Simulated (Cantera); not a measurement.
Feed: 1 mol acetone, 0.12 mol O2, 0.52 mol N2, 0.5 mol CO2, at 1.00 Torr.

These are equilibrium values from Cantera (NASA tables, ideal gas, pure condensed phases), not measurements of a reactor. Candidate condensed phases: C, C6H6, C7H8, C8H18, H2O; 136 gas species. The feed counts by its element totals alone. Equilibrium is a limit: real reactors are often held back by kinetics, nucleation or transport.

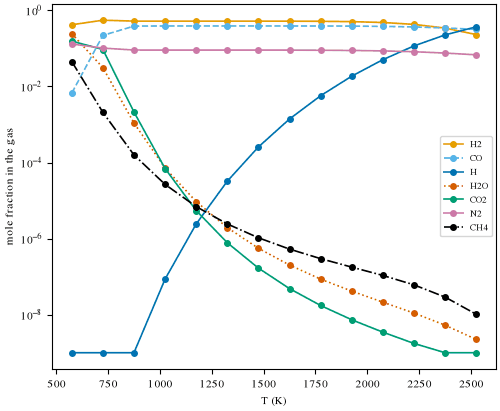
Fig. 1. Equilibrium gas composition (values under 1e-9 drawn at 1e-9)

From 575 K to 2525 K the condensed part is C(graphite). The main C-bearing gas is CO2 at 575 K and CO at 2525 K. The share of C in condensed phases is highest at 575 K (76.4 %) and lowest at 2525 K (32.0 %).
